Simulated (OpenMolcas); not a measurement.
**Relativistic diatomic calculation for ClB⁺ (part 2 of 2)**

The same run, continued: ClB⁺. Method: SA-CASSCF(7,7)/XMS-CASPT2 + RASSI spin-orbit (X2C scalar, AMFI), ANO-RCC-VTZP (OpenMolcas).

## The program's output (extracts), continued
```
++ Dipole transition strengths (spin-free states):
     for osc. strength at least  1.00000000E-05
      From   To        Osc. strength     Einstein coefficients Ax, Ay, Az (sec-1)    Total A (sec-1)
         1    2       1.43443696E-03  3.45857380E+05  8.20376456E+05  0.00000000E+00  1.16623384E+06
         1    3       1.43443343E-03  8.20374539E+05  3.45856577E+05  0.00000000E+00  1.16623112E+06
         1    4       3.55614196E-02  1.81033989E+07  2.24469287E+07  0.00000000E+00  4.05503276E+07
         1    5       3.55614101E-02  2.24469232E+07  1.81033975E+07  0.00000000E+00  4.05503207E+07
         2    4       1.68112515E-02  0.00000000E+00  0.00000000E+00  4.64168343E+05  4.64168343E+05
         2    5       3.28445981E-04  0.00000000E+00  0.00000000E+00  9.06858833E+03  9.06858833E+03
         3    4       3.28445635E-04  0.00000000E+00  0.00000000E+00  9.06856678E+03  9.06856678E+03
         3    5       1.68112414E-02  0.00000000E+00  0.00000000E+00  4.64168014E+05  4.64168014E+05
 Electric-quadrupole - electric-quadrupole not included
 Electric-dipole - electric-octupole not included
 Electric-dipole - magnetic-quadrupole not included
   Eigenvalues of complex Hamiltonian:
  (Shifted by EMIN (a.u.) =       -485.4882441043)
 SO State       Relative EMIN(au)   Rel lowest level(eV)    D:o, cm**(-1)      Omega
     1            -0.0000027441        0.0000000000              0.0000         0.5
     2            -0.0000027441        0.0000000000              0.0000         0.5
     3             0.1582306439        4.3057498397          34728.2145         1.5
     4             0.1582306439        4.3057498397          34728.2145         1.5
     5             0.1598738996        4.3504651043          35088.8674         0.5
     6             0.1598738996        4.3504651043          35088.8674         0.5
     7             0.1882988086        5.1239462805          41327.4139         1.5
     8             0.1882988086        5.1239462805          41327.4139         1.5
     9             0.1884844946        5.1289990564          41368.1672         0.5
    10             0.1884844946        5.1289990564          41368.1672         0.5
    11             0.2138307335        5.8187053521          46931.0237         0.5
    12             0.2138307335        5.8187053521          46931.0237         0.5
    13             0.2138392266        5.8189364604          46932.8877         1.5
    14             0.2138392266        5.8189364604          46932.8877         1.5
    15             0.2294348194        6.2433141595          50355.7247         3.5
    16             0.2294348194        6.2433141595          50355.7247         3.5
    17             0.2301698687        6.2633158694          50517.0493         2.5
    18             0.2301698687        6.2633158694          50517.0493         2.5
    19             0.2309139511        6.2835633837          50680.3566         1.5
    20             0.2309139511        6.2835633837          50680.3566         1.5
    21             0.2316584935        6.3038234163          50843.7647         0.5
    22             0.2316584935        6.3038234163          50843.7647         0.5
 Weights of the five most important spin-orbit-free states for each spin-orbit state.
 SO State  Total energy (au)           Spin-free states, spin, and weights
    1        -0.000003       1 0.5  1.0000    2 0.5  0.0000    3 0.5  0.0000    4 0.5  0.0000    5 0.5  0.0000
    2        -0.000003       1 0.5  1.0000    2 0.5  0.0000    3 0.5  0.0000    4 0.5  0.0000    5 0.5  0.0000
    3         0.158231       2 0.5  0.4997    3 0.5  0.4997    5 0.5  0.0003    4 0.5  0.0003    6 1.5  0.0001
    4         0.158231       2 0.5  0.4997    3 0.5  0.4997    5 0.5  0.0003    4 0.5  0.0003    6 1.5  0.0001
    5         0.159874       3 0.5  0.4996    2 0.5  0.4996    4 0.5  0.0003    5 0.5  0.0003    7 1.5  0.0000
    6         0.159874       3 0.5  0.4996    2 0.5  0.4996    4 0.5  0.0003    5 0.5  0.0003    7 1.5  0.0000
    7         0.188299       4 0.5  0.4995    5 0.5  0.4995    6 1.5  0.0004    3 0.5  0.0003    2 0.5  0.0003
    8         0.188299       4 0.5  0.4995    5 0.5  0.4995    6 1.5  0.0004    3 0.5  0.0003    2 0.5  0.0003
    9         0.188484       5 0.5  0.4995    4 0.5  0.4995    2 0.5  0.0003    3 0.5  0.0003    6 1.5  0.0001
   10         0.188484       5 0.5  0.4995    4 0.5  0.4995    2 0.5  0.0003    3 0.5  0.0003    6 1.5  0.0001
   11         0.213831       6 1.5  0.9999    4 0.5  0.0001    5 0.5  0.0001    2 0.5  0.0000    3 0.5  0.0000
   12         0.213831       6 1.5  0.9999    4 0.5  0.0001    5 0.5  0.0001    2 0.5  0.0000    3 0.5  0.0000
   13         0.213839       6 1.5  0.9996    5 0.5  0.0002    4 0.5  0.0002    3 0.5  0.0000    2 0.5  0.0000
   14         0.213839       6 1.5  0.9996    5 0.5  0.0002    4 0.5  0.0002    3 0.5  0.0000    2 0.5  0.0000
   15         0.229435       7 1.5  0.5151    8 1.5  0.4849    5 0.5  0.0000    4 0.5  0.0000    2 0.5  0.0000
   16         0.229435       7 1.5  0.5151    8 1.5  0.4849    5 0.5  0.0000    4 0.5  0.0000    2 0.5  0.0000
   17         0.230170       7 1.5  0.5453    8 1.5  0.4547    5 0.5  0.0000    4 0.5  0.0000    2 0.5  0.0000
   18         0.230170       7 1.5  0.5453    8 1.5  0.4547    5 0.5  0.0000    4 0.5  0.0000    2 0.5  0.0000
   19         0.230914       8 1.5  0.5452    7 1.5  0.4547    5 0.5  0.0000    4 0.5  0.0000    3 0.5  0.0000
   20         0.230914       8 1.5  0.5452    7 1.5  0.4547    5 0.5  0.0000    4 0.5  0.0000    3 0.5  0.0000
   21         0.231658       8 1.5  0.5150    7 1.5  0.4847    5 0.5  0.0001    4 0.5  0.0001    3 0.5  0.0000
   22         0.231658       8 1.5  0.5150    7 1.5  0.4847    5 0.5  0.0001    4 0.5  0.0001    3 0.5  0.0000
++ Dipole transition strengths (SO states):
        for osc. strength at least   1.00000000E-05
      From   To        Osc. strength     Einstein coefficients Ax, Ay, Az (sec-1)    Total A (sec-1)
         1    3       1.13931584E-03  4.58268111E+05  4.58271571E+05  0.00000000E+00  9.16539682E+05
         1    5       1.78632841E-03  7.33521635E+05  7.33519306E+05  0.00000000E+00  1.46704094E+06
         1    7       3.58675291E-02  2.04309203E+07  2.04311291E+07  0.00000000E+00  4.08620494E+07
         1    9       3.51582960E-02  2.00666477E+07  2.00664429E+07  0.00000000E+00  4.01330907E+07
         1   13       1.78221597E-05  1.30926374E+04  1.30926358E+04  0.00000000E+00  2.61852733E+04
         1   21       1.21842050E-05  1.05047292E+04  1.05047277E+04  0.00000000E+00  2.10094569E+04
         2    4       1.13931584E-03  4.58268111E+05  4.58271571E+05  0.00000000E+00  9.16539682E+05
         2    6       1.78632841E-03  7.33521635E+05  7.33519306E+05  0.00000000E+00  1.46704094E+06
         2    8       3.58675291E-02  2.04309203E+07  2.04311291E+07  0.00000000E+00  4.08620494E+07
         2   10       3.51582960E-02  2.00666477E+07  2.00664429E+07  0.00000000E+00  4.01330907E+07
         2   14       1.78221597E-05  1.30926374E+04  1.30926359E+04  0.00000000E+00  2.61852733E+04
         2   22       1.21842050E-05  1.05047292E+04  1.05047277E+04  0.00000000E+00  2.10094569E+04
         3    7       1.68555144E-02  0.00000000E+00  0.00000000E+00  4.89628549E+05  4.89628549E+05
         3   13       1.29456344E-05  0.00000000E+00  0.00000000E+00  1.28622775E+03  1.28622775E+03
         4    8       1.68555144E-02  0.00000000E+00  0.00000000E+00  4.89628549E+05  4.89628549E+05
         4   14       1.29456344E-05  0.00000000E+00  0.00000000E+00  1.28622775E+03  1.28622775E+03
         5    9       1.73816281E-02  0.00000000E+00  0.00000000E+00  4.57146202E+05  4.57146202E+05
         5   21       1.07770135E-05  0.00000000E+00  0.00000000E+00  1.78431614E+03  1.78431614E+03
         6   10       1.73816281E-02  0.00000000E+00  0.00000000E+00  4.57146202E+05  4.57146202E+05
         6   22       1.07770135E-05  0.00000000E+00  0.00000000E+00  1.78431614E+03  1.78431614E+03
         7   13       1.13017502E-05  0.00000000E+00  0.00000000E+00  2.36871379E+02  2.36871379E+02
         8   14       1.13017502E-05  0.00000000E+00  0.00000000E+00  2.36871379E+02  2.36871379E+02
         9   21       1.13772237E-05  0.00000000E+00  0.00000000E+00  6.81383686E+02  6.81383686E+02
        10   22       1.13772237E-05  0.00000000E+00  0.00000000E+00  6.81383686E+02  6.81383686E+02
 Electric-quadrupole - electric-quadrupole not included
 Electric-dipole - electric-octupole not included
 Electric-dipole - magnetic-quadrupole not included
```

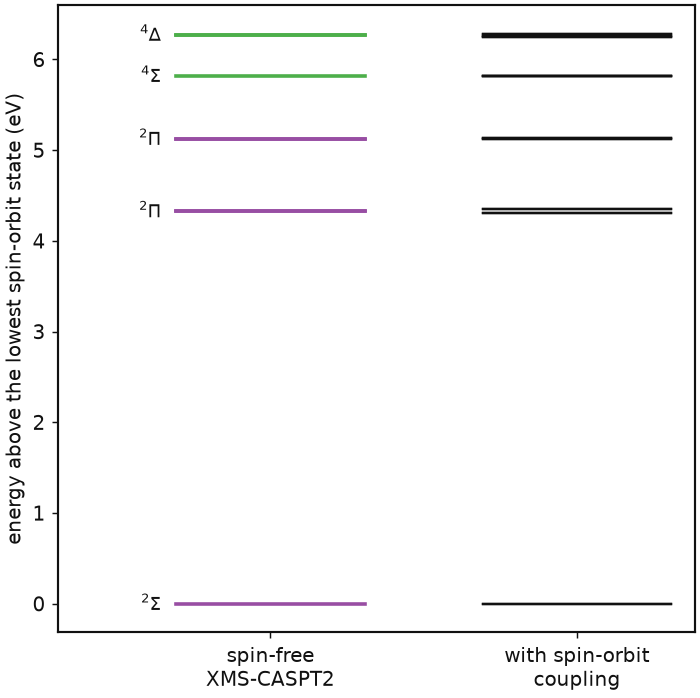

*States up to 6.3 eV at 1.603 Å, without spin-orbit coupling (left, a colour for each spin multiplicity) and with it (right, where close levels merge).*

The spin-free states run ²Σ (0.00 eV), ²Π (4.33 eV), ²Π (5.13 eV), ⁴Σ (5.82 eV), ⁴Δ (6.27 eV) from the lowest. The lowest spin-orbit levels have |Ω| = 1/2 (0 cm⁻¹), 3/2 (34,728 cm⁻¹), 1/2 (35,089 cm⁻¹), 3/2 (41,327 cm⁻¹), 1/2 (41,368 cm⁻¹).

Outcome of the run: converged; components of a degenerate state are split by 15 cm⁻¹.
